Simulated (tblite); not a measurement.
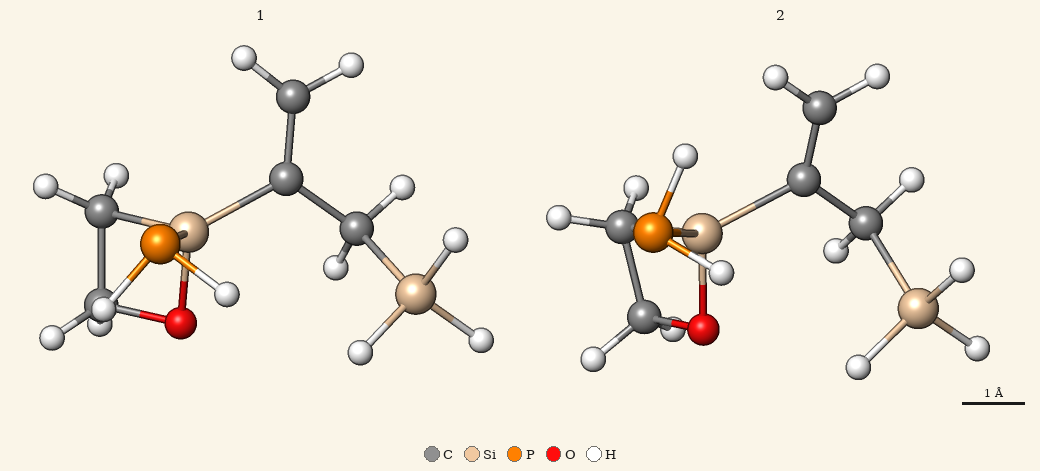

Two geometries of C5H13OPSi2, drawn at one scale. One is the start of a relaxation, the other its converged end. A ball-and-stick model, seen at a tilt.

Computed with GFN2-xTB geometry optimisation, gas phase in tblite. 

> Which one is relaxed?

Structure 2 is the relaxed one. The atom that moves furthest after the best rigid fit is an H atom (2.47 Å). Largest moves by element: H 2.47 Å, C 0.60 Å, Si 0.53 Å, P 0.49 Å, O 0.31 Å. Some distances before and after: C–Si 1.834 → 1.916 Å, P–Si 2.181 → 2.249 Å, C–Si 1.841 → 1.898 Å, C–O 1.455 → 1.424 Å. Bond angles that change, for instance: C–C–Si 116.5° → 110.7°, Si–P–H 97.5° → 92.9°, Si–C–H 106.0° → 109.8°. Groups turn about P–Si by about 95°, C–Si by about 30°. After 185 geometry steps the energy has fallen by 43.8 kJ/mol. The run took 4 s on 1 thread of Intel(R) Xeon(R) Platinum 8259CL CPU @ 2.50GHz (shared host).
